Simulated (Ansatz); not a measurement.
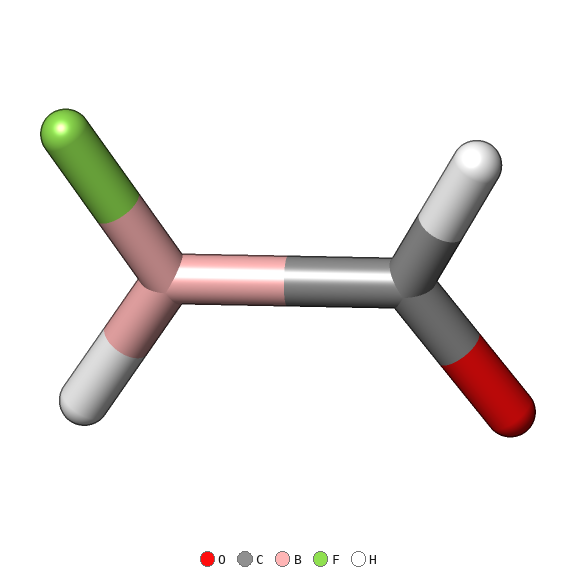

The picture shows the input geometry.

The calculation was set up as follows.

```yaml
crystal:
  periodic: [false, false, false]
  atoms:
    - {symbol: O, position_ang: [1.615432, 0.579543, -0.501858]}
    - {symbol: C, position_ang: [0.471303, 0.216934, -0.639265]}
    - {symbol: B, position_ang: [-0.416063, -0.224605, 0.621397]}
    - {symbol: F, position_ang: [-1.653761, -0.607753, 0.393931]}
    - {symbol: H, position_ang: [0.020936, 0.187850, -1.659390]}
    - {symbol: H, position_ang: [0.004354, -0.215970, 1.738985]}
basis:
  gaussian: {orbitals: aug-cc-pVDZ}
magnetization: {spin_polarized: true, initial_magnetization: 2}
hamiltonian: {xc: {name: r2SCAN0}}
```

Command:

```sh
ansatz run in.yaml --threads 2 --pin off --events-out ev --progress --plain --max-ram 4352MiB
```

What the program printed:

```
Functional definition: r2SCAN0
  name "r2SCAN0"
  cite "Bursch, Neugebauer, Ehlert & Grimme, J. Chem. Phys. 156, 134105 (2022) doi:10.1063/5.0086040"
  cite "Furness, Kaplan, Ning, Perdew & Sun, J. Phys. Chem. Lett. 11, 8208 (2020) doi:10.1021/acs.jpclett.0c02405"
  cite "Furness, Kaplan, Ning, Perdew & Sun, J. Phys. Chem. Lett. 11, 9248 (2020) doi:10.1021/acs.jpclett.0c03077"
  parent r2scan
  parameter a = 0.25
  parameter k0 = 0.174
  parameter k1 = 0.065
  parameter a1 = 4.9479
  exchange = (1 - a)*r2scan_x(k0 = k0, k1 = k1, a1 = a1) + a*exact_x
  correlation = r2scan_c
915 factors; their error is unknown
mean field evaluation 1: about -6502.2403 eV, gradient 2.5e1 eV
mean field evaluation 2: about -6501.9453 eV, gradient 2.8e1 eV
mean field evaluation 4: about -6504.8839 eV, gradient 2.7e0 eV
mean field evaluation 8: about -6504.9284 eV, gradient 2.3e-1 eV
mean field evaluation 16: about -6504.9525 eV, gradient 9.6e-4 eV
mean field -6504.95251260 eV, -239.0525956228 hartree, gradient 8.1e-5 eV, S^2 2.012457; 0 other end points of the search recorded, 0 dependent functions left out
reference -6504.95253283 eV, -239.0525963664 hartree; 16, 14 occupied and 94, 96 virtual orbitals, 915 factors
Total energy: -6504.95253283 eV, -239.0525963664 hartree
```

Self-consistency was reached.

The spin state was imposed, and no run here compares it with a lower spin, which may lie lower.
